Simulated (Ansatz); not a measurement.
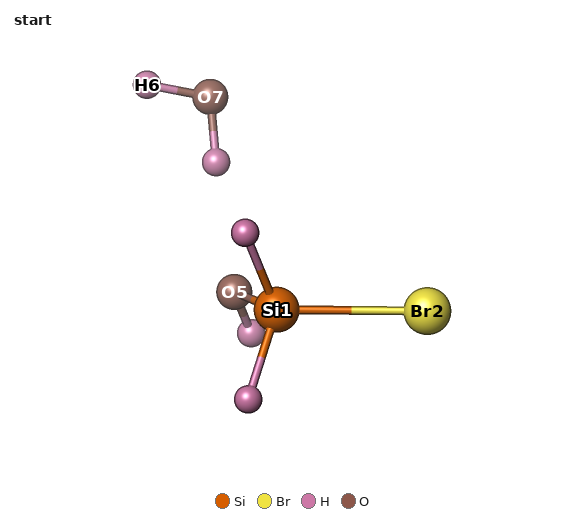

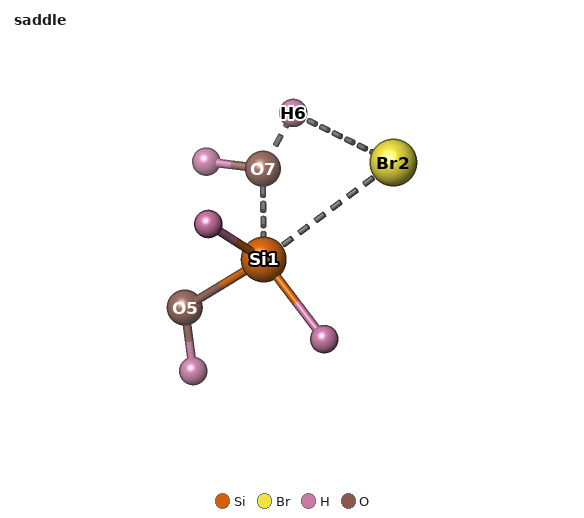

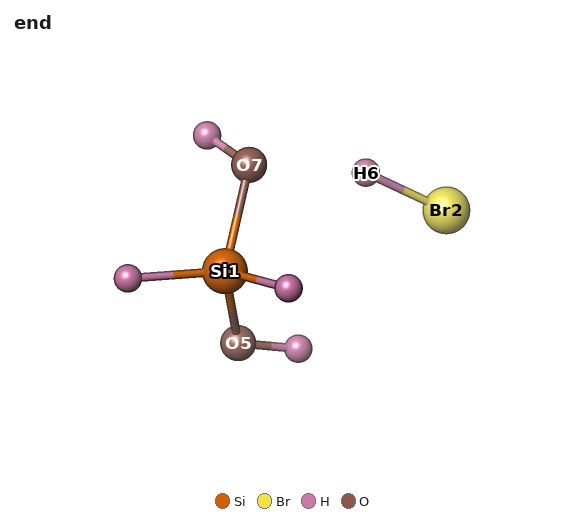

A saddle point and the two end points reached downhill from it. Broken sticks mark bonds that form or break. The species is neutral and a spin singlet. Geometries: PBE0-D4/def2-TZVP; all other levels are single points on them, and energies count from the start as drawn. Program: Ansatz 0.2.0. In CBS estimates cores are frozen, and CCSD(T) − MP2 is taken in the smaller basis.

Which bonds form and which break from start to end?

Answer. Formed: Si1–O7, Br2–H6; broken: Si1–Br2, H6–O7. At the saddle point Si1···O7 is 1.89 Å, Br2···H6 is 2.38 Å, Si1···Br2 is 2.47 Å, H6···O7 is 0.97 Å.

Give the electronic barrier and the reaction energy from start to end in kJ/mol (no zero-point energy) with CCSD(T)/CBS (MP2 limit from def2-TZVPP and def2-QZVPP plus CCSD(T) − MP2); B3LYP-D4/def2-TZVPP.

| level | barrier | reaction energy |
| --- | --- | --- |
| CCSD(T)/CBS (MP2 limit from def2-TZVPP and def2-QZVPP plus CCSD(T) − MP2) | 70.0 | −10.1 |
| B3LYP-D4/def2-TZVPP | 71.3 | −16.4 |
